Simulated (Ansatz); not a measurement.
# The cluster In3−: geometry, orbitals and charge

What does the cluster In3− look like as a singlet, and where do its frontier electrons sit?

Method: RKS PBE0-D4/def2-TZVPD; program: Ansatz 0.2.0, Gaussian basis.

Levels to be run: relaxation at PBE-D4/def2-SVPD; a search for the lowest solution at PBE0-D4/def2-SVP; a single point at PBE0-D4/def2-TZVPD.

3 further runs of the same task are left out: 1 that didn't finish, 2 set aside as unsound or not needed. Runs told in other sessions of the task aren't counted.

### Step 1. The system as given

3 atoms, charge -1, spin multiplicity 1.

Atoms are counted from 1 here; the program's logs count them from 0.

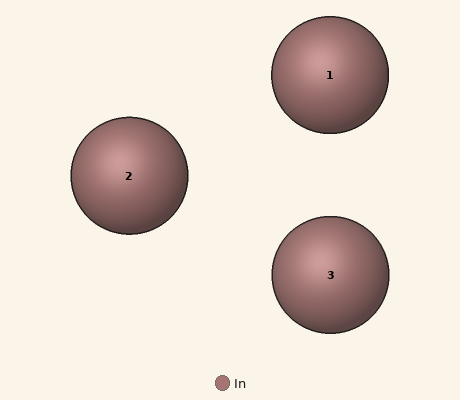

The starting geometry (indium brown); atoms are numbered from 1 in the order of the file.

In takes a core potential in the def2 sets. No spin-orbit coupling is included. The ion is computed in the gas phase, without counter-ions or solvent.

The start is a GFN2-xTB geometry.

### Step 2. Optimising with PBE-D4/def2-SVPD

The input, in.yaml:

```yaml
crystal:
  periodic: [false, false, false]
  atoms:
    - {symbol: In, position_ang: [1.496930, 0.499320, 0.102600]}
    - {symbol: In, position_ang: [-1.394520, 1.072180, 0.027070]}
    - {symbol: In, position_ang: [-0.102410, -1.571500, -0.129660]}
basis:
  gaussian: {orbitals: def2-SVPD}
total_charge: -1
hamiltonian: {xc: pbe, dispersion: d4}
scf: {omitted_lower_state_checks: [starts]}
output: {orbitals: {seedname: orbitals}}
relax: {f_tol: 0.02, max_steps: 100}
```

The run is started by

```
$ ansatz run in.yaml --threads 4 --pin off --events-out ev --progress --plain --max-ram 3916MiB
```

What it wrote, shortened:

```text
Functional definition: PBE
  name "PBE"
  cite "Perdew, Burke & Ernzerhof, Phys. Rev. Lett. 77, 3865 (1996) doi:10.1103/PhysRevLett.77.3865"
  parent pbe
[...]
1059 factors; their error is unknown
[...]
mean field -15523.82456213 eV, -570.4900302321 hartree, gradient 4.2e-5 eV, S^2 0.000000; 0 other end points of the search recorded, 0 dependent functions left out
[...]
reference -15523.82459561 eV, -570.4900314623 hartree; 32, 32 occupied and 64, 64 virtual orbitals, 1059 factors
relax step   1: F+E_penalty+E_count = -15523.94790287 eV  Δ(F+E_penalty+E_count) = +0.000e0 eV  max|allowed force component| = 1.016e0 eV/Å  Δτ_max = 0.0000 Å  (28 SCF iters, accepted)
[...]
relax step   2: F+E_penalty+E_count = -15524.07731318 eV  Δ(F+E_penalty+E_count) = -1.294e-1 eV  max|allowed force component| = 1.609e-1 eV/Å  Δτ_max = 0.1058 Å  (38 SCF iters, accepted)
[...]
relax step   3: F+E_penalty+E_count = -15524.08956967 eV  Δ(F+E_penalty+E_count) = -1.226e-2 eV  max|allowed force component| = 1.621e-2 eV/Å  Δτ_max = 0.0550 Å  (32 SCF iters, accepted)
[...]
1059 factors; their error is unknown
mean field -15523.96637761 eV, -570.4952418549 hartree, gradient 1.7e-5 eV, S^2 0.000000; 0 other end points of the search recorded, 0 dependent functions left out
[...]
reference -15523.96641118 eV, -570.4952430885 hartree; 32, 32 occupied and 64, 64 virtual orbitals, 1059 factors
Total energy: -15524.08960324 eV, -570.4997703130 hartree
Atom 0 at     1.563805     0.637339     0.116415 Å, force     0.013696     0.013007     0.001612 eV/Å
Atom 1 at    -1.345353     1.035273     0.026187 Å, force    -0.004456     0.003204     0.000069 eV/Å
Atom 2 at    -0.218452    -1.672612    -0.142592 Å, force    -0.009240    -0.016211    -0.001681 eV/Å
Dipole moment:    -0.002670     0.001959     0.000044 e Å
Checks for a lower state left out: starts
```

Run time: 3.9 s. Hardware: 4 threads of Arm Neoverse V2, shared host.

Relaxation path:

| step | energy from step 1 (eV) | largest force component (eV/Å) |
| --- | --- | --- |
| 1 | 0.0000 | 1.0164 |
| 2 | -0.1294 | 0.1609 |
| 3 | -0.1417 | 0.0162 |

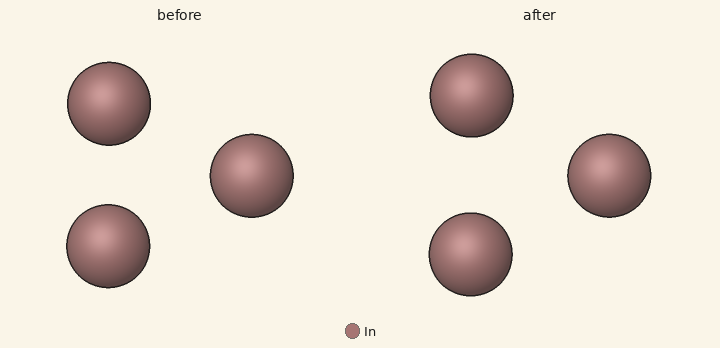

Before and after, at one scale.

Distances of close pairs at the start and the end, largest changes first:

| bond | before (Å) | after (Å) | change (Å) |
| --- | --- | --- | --- |
| In1–In3 | 2.627 | 2.929 | +0.302 |
| In1–In2 | 2.949 | 2.938 | -0.011 |
| In2–In3 | 2.947 | 2.938 | -0.009 |

Bonds by kind at the end (by distance):

```csv
bond,count,shortest (Å),longest (Å)
In–In,3,2.929,2.938
```

### Step 3. Searching for the lowest solution, PBE0-D4/def2-SVP

start.molden holds the orbitals of an earlier run on this state, given as this run's starting guess.

The input, in.yaml:

```yaml
crystal:
  periodic: [false, false, false]
  atoms:
    - {symbol: In, position_ang: [1.563805, 0.637339, 0.116415]}
    - {symbol: In, position_ang: [-1.345353, 1.035273, 0.026187]}
    - {symbol: In, position_ang: [-0.218452, -1.672612, -0.142592]}
basis:
  gaussian: {orbitals: def2-SVP, initial_orbitals: start.molden}
total_charge: -1
hamiltonian: {xc: pbe0, dispersion: d4}
output: {orbitals: {seedname: orbitals}}
```

Launched as before.

What it wrote:

```text
Functional definition: PBE0
  name "PBE0"
  cite "Adamo & Barone, J. Chem. Phys. 110, 6158 (1999) doi:10.1063/1.478522"
  cite "Perdew, Burke & Ernzerhof, Phys. Rev. Lett. 77, 3865 (1996) doi:10.1103/PhysRevLett.77.3865"
  parent pbe
  parameter a = 0.25
  parameter kappa = 0.804
  parameter beta = 0.06672455060314922
  exchange = (1 - a)*pbe_x(kappa = kappa, mu = beta*pi^2/3) + a*exact_x
  correlation = pbe_c(beta = beta)
1017 factors; integrals over basis functions are off by at most 3.7e-4 eV
mean field evaluation 1: about -15523.2038 eV, gradient 1.8e1 eV
mean field evaluation 2: about -15523.3975 eV, gradient 3.5e-1 eV
mean field evaluation 4: about -15523.3991 eV, gradient 1.2e-3 eV
mean field evaluation 8: about -15523.1523 eV, gradient 1.1e1 eV
mean field evaluation 16: about -15523.3991 eV, gradient 1.1e-3 eV
mean field -15523.39913325 eV, -570.4743960092 hartree, gradient 2.5e-5 eV, S^2 0.000000; 2 other end points of the search recorded, 0 dependent functions left out
reference -15523.39915426 eV, -570.4743967813 hartree; 32, 32 occupied and 46, 46 virtual orbitals, 1017 factors
Total energy: -15523.50447726 eV, -570.4782673299 hartree
```

Run time: 1.5 s. Hardware: 4 threads of Arm Neoverse V2, shared host.

Report: HOMO -0.01 eV, LUMO 1.42 eV.

### Step 4. Single point, PBE0-D4/def2-TZVPD

Edit in.yaml of step 3 so:

```diff
@@ -7,5 +7,6 @@
 basis:
-  gaussian: {orbitals: def2-SVP, initial_orbitals: start.molden}
+  gaussian: {orbitals: def2-TZVPD, initial_orbitals: start.molden}
 total_charge: -1
 hamiltonian: {xc: pbe0, dispersion: d4}
+scf: {omitted_lower_state_checks: [starts]}
 output: {orbitals: {seedname: orbitals}}
```

The command is unchanged.

What it wrote:

```text
Functional definition: PBE0
  name "PBE0"
  cite "Adamo & Barone, J. Chem. Phys. 110, 6158 (1999) doi:10.1063/1.478522"
  cite "Perdew, Burke & Ernzerhof, Phys. Rev. Lett. 77, 3865 (1996) doi:10.1103/PhysRevLett.77.3865"
  parent pbe
  parameter a = 0.25
  parameter kappa = 0.804
  parameter beta = 0.06672455060314922
  exchange = (1 - a)*pbe_x(kappa = kappa, mu = beta*pi^2/3) + a*exact_x
  correlation = pbe_c(beta = beta)
these checks for a lower state are left out or cut short: starts
1539 factors; their error is unknown
mean field evaluation 1: about -15523.4312 eV, gradient 3.5e1 eV
mean field evaluation 2: about -15523.7888 eV, gradient 9.4e-1 eV
mean field evaluation 4: about -15523.9443 eV, gradient 2.7e-1 eV
mean field evaluation 8: about -15523.9444 eV, gradient 1.6e-5 eV
mean field -15523.94443047 eV, -570.4944353124 hartree, gradient 1.6e-5 eV, S^2 0.000000; 0 other end points of the search recorded, 0 dependent functions left out
reference -15523.94445443 eV, -570.4944361926 hartree; 32, 32 occupied and 136, 136 virtual orbitals, 1539 factors
Total energy: -15524.04977742 eV, -570.4983067413 hartree
Checks for a lower state left out: starts
```

Run time: 3.1 s. Hardware: 4 threads of Arm Neoverse V2, shared host.

From the report: HOMO -0.28 eV, LUMO 1.17 eV.

Mulliken charges, from this run's orbitals:

| atom | value (e) |
| --- | --- |
| In1 | -0.33 |
| In2 | -0.33 |
| In3 | -0.33 |

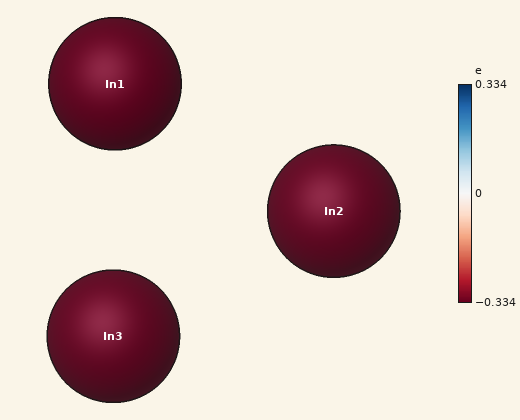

Mulliken charges, from this run's orbitals, as colours on the atoms.

Largest Mayer bond orders: In1–In3 1.11; In1–In2 1.11; In2–In3 1.11.

### Step 5. Results

| quantity | value |
| --- | --- |
| point group | D3h |
| commonest bond | In–In, 3 of mean length 2.935 Å |
| HOMO, LUMO at PBE0-D4/def2-TZVPD | -0.28, 1.17 eV |

The molecule keeps its bonding pattern by the stored test; the atoms moved 0.13 Å (rms). No usable vibrations, so a minimum isn't proven. Whether this spin is the lowest isn't tested here.

The anion's highest level is positive in at least one run, so there the basis alone may hold the extra electron.
